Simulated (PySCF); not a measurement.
SMILES [SiH3]c1ccc(-c2cccs2)cc1 at its GFN2-xTB optimised geometry (Å):

```
22

Si     3.0237    -3.4078     0.0165
C      1.8060    -1.9687     0.0072
C      2.2637    -0.6526     0.0057
C      1.3905     0.4135     0.0028
C      0.0085     0.2085     0.0012
C     -0.9059     1.3308     0.0000
C     -2.2758     1.3308     0.0000
C     -2.8392     2.6216     0.0002
C     -1.9000     3.6021     0.0003
S     -0.3059     2.9679     0.0000
C     -0.4573    -1.1089     0.0015
C      0.4279    -2.1671     0.0046
H      2.2744    -4.6645    -0.0227
H      3.8982    -3.3063    -1.1550
H      3.8349    -3.3443     1.2356
H      3.3281    -0.4629     0.0071
H      1.7730     1.4248     0.0019
H     -2.8728     0.4371    -0.0001
H     -3.8982     2.8098     0.0004
H     -2.0417     4.6645     0.0006
H     -1.5185    -1.3053    -0.0004
H      0.0393    -3.1760     0.0049
```

Calculation: B3LYP/def2-SVP in PySCF.

Map of the HOMO amplitude (bohr^(-3/2)) on the plane z = 1.2 Å; orbital energy -5.95 eV, overall sign arbitrary:

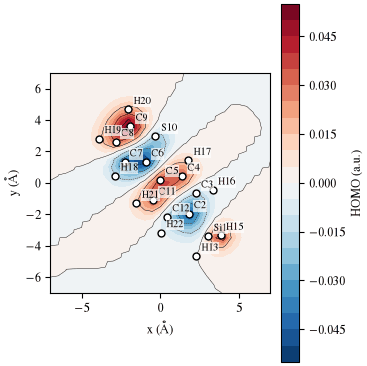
HOMO amplitude (bohr^(-3/2)) on the plane z = 1.2 Å.
